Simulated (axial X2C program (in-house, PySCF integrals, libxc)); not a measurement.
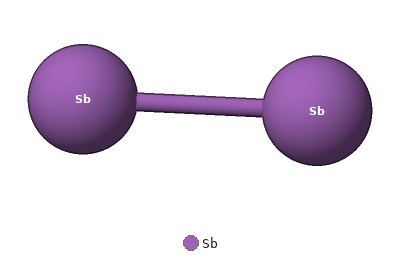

The molecule at the reference distance of 2.476 Å.

Relativistic diatomic calculation for Sb₂

Sb₂, single determinant with Ω = 2 (not the lowest found). The distance is the PBE0 minimum at charge 0. Computed at this level: expectation values, HF and Kohn-Sham, two-component X2C with atomic mean-field Coulomb and Gaunt terms, Sb dyall-cv3z (cores contracted) (axial X2C program (in-house, PySCF integrals, libxc)).

**Key numbers**

- outcome: converged
- hardware: 1 thread of Arm Neoverse V2, 112 GiB of memory available, shared host
- wall time: 6.9 s
- peak memory: 0.54 GiB

**Input**
```
{"zs": [51, 51], "q": 0, "bas": ["dyall-cv3z", "dyall-cv3z"], "r0": 2.8, "levels": ["PBE0", "HF", "PBE", "PBE50", "TPSSh"], "nst": 3}
```

The line is the task of a batch: nuclear charges, charge, bases, the levels to run, a first guess of the distance and further settings. This report covers the levels named above. The log is that of the reference distance, started from orbitals converged before.

The run was one of a batch that the task file lists, launched with:
```bash
python <driver script> task.json out
```

**Output**
```
two-component X2C + atomic mean field  PBE0
basis functions 248  fitting functions 1300  grid points 5802
iter        total energy     max residual
   1     -12955.518476606     2.43e-06
   2     -12955.518476606     2.99e-06
converged
one-electron -18897.35366173  Coulomb 5736.96687796  exact exchange -84.62265158  xc functional -258.85106719  nuclear repulsion 555.89253861  atomic mean-field constant -7.55051268
```

**Expectation values by level of theory**

| quantity | PBE0 | HF | PBE | PBE50 | TPSSh |
| --- | --- | --- | --- | --- | --- |
| effective field for an electron dipole moment (GV/cm) | 5.59×10⁻⁶ | 3.21×10⁻¹⁰ | −1.18×10⁻⁷ | −1.35×10⁻⁵ | −0.000189 |
| field gradient at the first nucleus (a.u.) | −3.53 | −4.03 | −3.37 | −3.68 | −3.38 |
| field gradient at the second nucleus (a.u.) | −3.53 | −4.03 | −3.37 | −3.68 | −3.38 |
| A∥/gI, first nucleus (MHz) | 554 | 445 | 570 | 531 | 558 |
| A∥/gI, second nucleus (MHz) | 554 | 445 | 570 | 531 | 558 |

Each column comes from one determinant with 2 or more unpaired spinors, which can mix states, in a basis with contracted cores. The spread over the levels shows only part of the uncertainty.

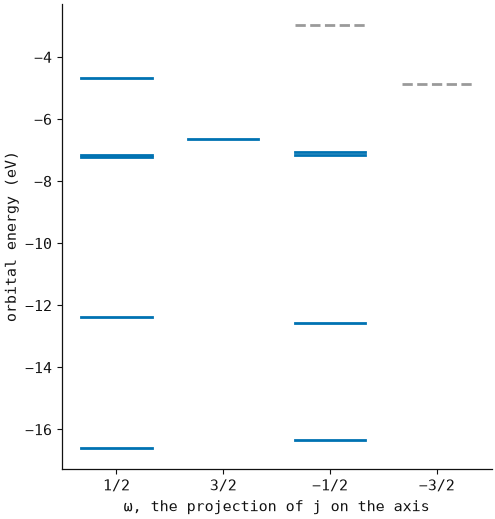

Orbital energies (PBE0) near the frontier at 2.48 Å, filled (solid) and empty (dashed). The highest filled spinor (1/2; 45 % Sb p, 45 % Sb p) lies at −4.68 eV, the lowest empty one (−3/2; 48 % Sb p, 48 % Sb p) at −4.86 eV.
